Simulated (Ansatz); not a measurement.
## BSiH₆OF: geometry relaxation (part 2 of 2)

BSiH₆OF; RKS PBE-D4/6-31G* (Ansatz 0.2.0). It belongs to a series of runs on one base structure; here: end point B relaxed.

Geometry of the input (Å):
```
B  0.1440  0.4288  -0.3625
O  -0.3280  -0.3004  2.0862
H  -1.2685  -0.0729  2.2361
F  1.3165  -0.1991  -0.5413
H  -0.8446  -0.1081  -0.8239
Si 0.1362  2.2356  0.4487
H  1.0766  2.3275  1.6307
H  0.5608  3.3320  -0.4931
H  -1.2239  2.6275  0.9704
H  0.1557  0.4839  2.4565
```

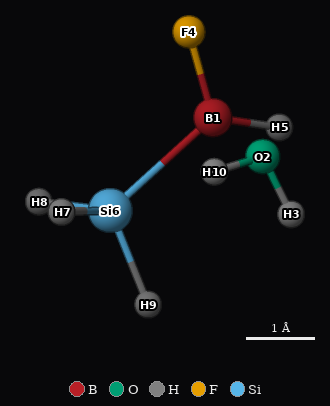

Fig. 1: The geometry at step 7 of the log (ball-and-stick view, seen at a tilt; atoms are numbered from 1 in the order of the input).

**Trajectory as extended XYZ (Å, eV, eV/Å), 10 of the 12 frames kept, from step=1 to step=12**
```
10
Properties=species:S:1:pos:R:3:forces:R:3 step=1 energy=-13405.06479
B     0.1440    0.4288   -0.3625   -0.0648  -0.9351  -0.1046
O    -0.3280   -0.3004    2.0862    0.3060   0.5479  -0.0969
H    -1.2685   -0.0729    2.2361   -0.0172   0.0019  -0.0225
F     1.3165   -0.1991   -0.5413   -0.0570   0.0397   0.0006
H    -0.8446   -0.1081   -0.8239    0.0668   0.0399   0.0408
Si    0.1362    2.2356    0.4487   -0.0274   0.8750   0.2754
H     1.0766    2.3275    1.6307   -0.0078  -0.0079  -0.0114
H     0.5608    3.3320   -0.4931    0.0038   0.0014  -0.0081
H    -1.2239    2.6275    0.9704    0.0259  -0.0370  -0.0114
H     0.1557    0.4839    2.4565   -0.2283  -0.5257  -0.0620
10
Properties=species:S:1:pos:R:3:forces:R:3 step=2 energy=-13405.03495 accepted=F
B     0.1324    0.3932   -0.3143   -0.0636  -0.0571  -0.0040
O    -0.3251   -0.2261    1.9110    0.7579   1.5477   2.0206
H    -1.2558   -0.0483    2.2004    0.2426  -0.1884  -0.4233
F     1.3111   -0.2093   -0.5341    0.0359  -0.1004   0.0974
H    -0.8511   -0.1352   -0.7889   -0.0262  -0.0479   0.1293
Si    0.1304    2.2627    0.4455    0.0259   0.2245   0.0409
H     1.0720    2.3541    1.6257   -0.0004   0.0474  -0.0034
H     0.5576    3.3450   -0.5112   -0.0164   0.0395   0.0025
H    -1.2316    2.6413    0.9662   -0.0064   0.0357   0.0066
H     0.1849    0.3772    2.6073   -0.9493  -1.5010  -1.8666
10
Properties=species:S:1:pos:R:3:forces:R:3 step=3 energy=-13405.11819
B     0.1376    0.4077   -0.3315   -0.0753  -0.4550  -0.0303
O    -0.3260   -0.2687    1.9991    0.2412   0.7067   0.2974
H    -1.2625   -0.0723    2.2261    0.1092  -0.0786  -0.1593
F     1.3130   -0.2081   -0.5306   -0.0070  -0.0282   0.0556
H    -0.8481   -0.1220   -0.8027    0.0155  -0.0032   0.0847
Si    0.1349    2.2531    0.4498   -0.0103   0.4686   0.1187
H     1.0762    2.3417    1.6307   -0.0041   0.0247   0.0031
H     0.5611    3.3414   -0.5002   -0.0041   0.0163  -0.0005
H    -1.2265    2.6359    0.9709    0.0098   0.0075   0.0028
H     0.1652    0.4460    2.4961   -0.2750  -0.6588  -0.3723
10
Properties=species:S:1:pos:R:3:forces:R:3 step=5 energy=-13405.26692
B     0.0990    0.3486   -0.1292   -0.2667   0.1629   0.1329
O    -0.2901   -0.2795    1.7880    0.2342   0.4203   0.3325
H    -1.2225   -0.0474    1.9970    0.0275  -0.0738  -0.1844
F     1.2766   -0.2493   -0.3864    0.2657  -0.1446   0.0570
H    -0.8901   -0.1664   -0.6063   -0.0752   0.0218   0.0603
Si    0.1297    2.3173    0.4538    0.0174  -0.0990  -0.0984
H     1.0676    2.4333    1.6358    0.0071   0.0723   0.0596
H     0.5545    3.3775   -0.5275   -0.0195  -0.0405   0.0007
H    -1.2263    2.7098    0.9810   -0.0338   0.0768   0.0412
H     0.2267    0.3108    2.4016   -0.1568  -0.3963  -0.4014
10
Properties=species:S:1:pos:R:3:forces:R:3 step=6 energy=-13405.28426
B     0.0661    0.3166    0.0143   -0.2712   0.1051   0.1962
O    -0.2447   -0.2876    1.6345   -0.1843   0.1269   0.5304
H    -1.1804   -0.0379    1.8059   -0.0424  -0.1015   0.0337
F     1.2487   -0.2918   -0.2486    0.5295  -0.0897  -0.3390
H    -0.9338   -0.1790   -0.4659   -0.0708   0.1428  -0.2827
Si    0.1206    2.3386    0.4724   -0.0053  -0.1035  -0.1750
H     1.0496    2.5095    1.6610    0.0158   0.0216   0.0250
H     0.5456    3.3572   -0.5506   -0.0137  -0.0380   0.0144
H    -1.2225    2.7780    1.0074   -0.0296   0.0523   0.0074
H     0.2758    0.2511    2.2775    0.0721  -0.1160  -0.0104
10
Properties=species:S:1:pos:R:3:forces:R:3 step=7 energy=-13405.32133
B     0.0725    0.3295    0.0021   -0.1407   0.1131  -0.0692
O    -0.2628   -0.3222    1.6977   -0.1596   0.0597  -0.0657
H    -1.1904   -0.0569    1.8881    0.0183  -0.0522  -0.0078
F     1.2623   -0.2629   -0.2841    0.1786  -0.0682  -0.0311
H    -0.9209   -0.1246   -0.5382    0.0044  -0.0303   0.0790
Si    0.1172    2.3422    0.4494    0.0261  -0.0640   0.1814
H     1.0409    2.5224    1.6418    0.0136   0.0645  -0.0043
H     0.5502    3.3542   -0.5751   -0.0042  -0.0659  -0.0379
H    -1.2246    2.7990    0.9762   -0.0209   0.0251  -0.0209
H     0.2806    0.1741    2.3497    0.0844   0.0184  -0.0235
10
Properties=species:S:1:pos:R:3:forces:R:3 step=8 energy=-13405.33036
B     0.0571    0.3522    0.0444   -0.0145   0.0313  -0.0984
O    -0.3092   -0.3599    1.6467   -0.0155  -0.0738   0.2136
H    -1.1916   -0.0524    1.9558    0.0621   0.0076  -0.1066
F     1.2768   -0.2125   -0.2307   -0.0231  -0.0448   0.0320
H    -0.9104   -0.0899   -0.5514    0.0386   0.0239   0.0204
Si    0.1112    2.3587    0.4871   -0.0489   0.0976  -0.0474
H     1.0440    2.6396    1.6522   -0.0315   0.0003  -0.0272
H     0.5508    3.2583   -0.6397   -0.0041  -0.0301   0.0507
H    -1.2403    2.8731    0.9395    0.0483   0.0008   0.0218
H     0.3366   -0.0124    2.3038   -0.0115  -0.0128  -0.0589
10
Properties=species:S:1:pos:R:3:forces:R:3 step=10 energy=-13405.33454
B     0.0659    0.3490    0.0294   -0.0063  -0.0234  -0.0106
O    -0.3005   -0.3671    1.6662   -0.0681   0.0531   0.0550
H    -1.1964   -0.0525    1.9256    0.0792  -0.0242  -0.0350
F     1.2755   -0.2314   -0.2413   -0.0015   0.0148  -0.0005
H    -0.9088   -0.0971   -0.5478    0.0081   0.0075   0.0041
Si    0.1115    2.3589    0.4798    0.0050  -0.0088   0.0322
H     1.0480    2.6263    1.6430   -0.0019   0.0058  -0.0099
H     0.5431    3.2769   -0.6304   -0.0060  -0.0081  -0.0013
H    -1.2315    2.8602    0.9636    0.0049  -0.0001  -0.0060
H     0.3181    0.0316    2.3197   -0.0135  -0.0167  -0.0280
10
Properties=species:S:1:pos:R:3:forces:R:3 step=11 energy=-13405.33490
B     0.0657    0.3493    0.0314    0.0048  -0.0137  -0.0014
O    -0.3057   -0.3692    1.6640   -0.0177   0.0197   0.0376
H    -1.1951   -0.0435    1.9277    0.0300  -0.0067  -0.0175
F     1.2775   -0.2286   -0.2370   -0.0082   0.0083   0.0026
H    -0.9063   -0.0946   -0.5516    0.0063   0.0052   0.0030
Si    0.1109    2.3583    0.4840    0.0040   0.0051   0.0053
H     1.0496    2.6350    1.6428   -0.0034  -0.0005  -0.0081
H     0.5391    3.2686   -0.6340   -0.0042  -0.0024   0.0024
H    -1.2323    2.8625    0.9641    0.0033  -0.0019   0.0006
H     0.3216    0.0171    2.3164   -0.0149  -0.0130  -0.0244
10
Properties=species:S:1:pos:R:3:forces:R:3 step=12 energy=-13405.33508
B     0.0674    0.3490    0.0333    0.0051  -0.0018   0.0040
O    -0.3114   -0.3714    1.6630    0.0105   0.0006   0.0080
H    -1.1958   -0.0335    1.9251   -0.0034   0.0038   0.0005
F     1.2803   -0.2275   -0.2319   -0.0030  -0.0008   0.0034
H    -0.9023   -0.0931   -0.5539    0.0007   0.0014  -0.0034
Si    0.1113    2.3580    0.4865    0.0033   0.0037  -0.0089
H     1.0547    2.6410    1.6393   -0.0020  -0.0011  -0.0039
H     0.5311    3.2648   -0.6374   -0.0023   0.0012   0.0029
H    -1.2313    2.8602    0.9695   -0.0009  -0.0004   0.0054
H     0.3210    0.0072    2.3143   -0.0080  -0.0066  -0.0080
```

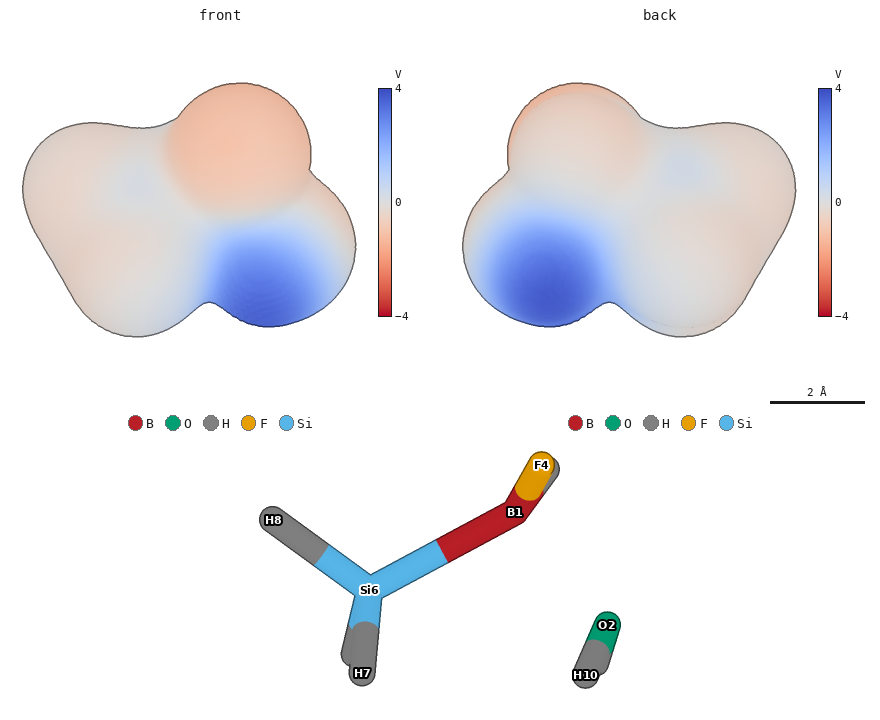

Fig. 2: The electrostatic potential painted on the density surface at 0.002 e/bohr³, seen at a tilt and from behind; the colour scale runs from red (negative) to blue (positive). The bare structure is drawn below in the same view. A positive charge is drawn to the negative regions and a negative charge to the positive ones.

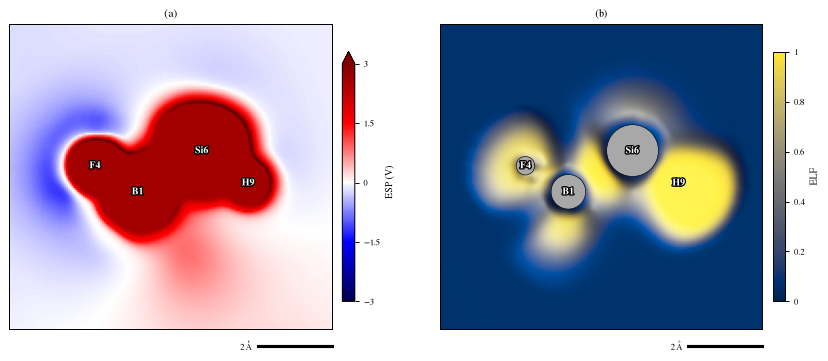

Fig. 3: (a) electrostatic potential; (b) ELF on the plane of atoms B1, Si6 and H9. Grey discs, where drawn, cover atomic cores. B–F (1.37 Å): the ELF peaks at about 0.85 between the atoms, which marks a polar covalent bond. Si–B (2.06 Å): the ELF peaks at about 1 between the atoms (a covalent bond). Si–H (1.51 Å): the ELF climbs to about 1 towards the hydrogen, as it does in any bond to H.

**Key numbers**

| quantity | value |
| --- | --- |
| outcome | converged |
| total energy | −13405.3351 eV |
| mean-field energy | −13405.1768 eV |
| largest force (length of the vector) at the end | 0.013 eV/Å |
| wall time | 18 s |
| peak memory | 0.16 GiB |
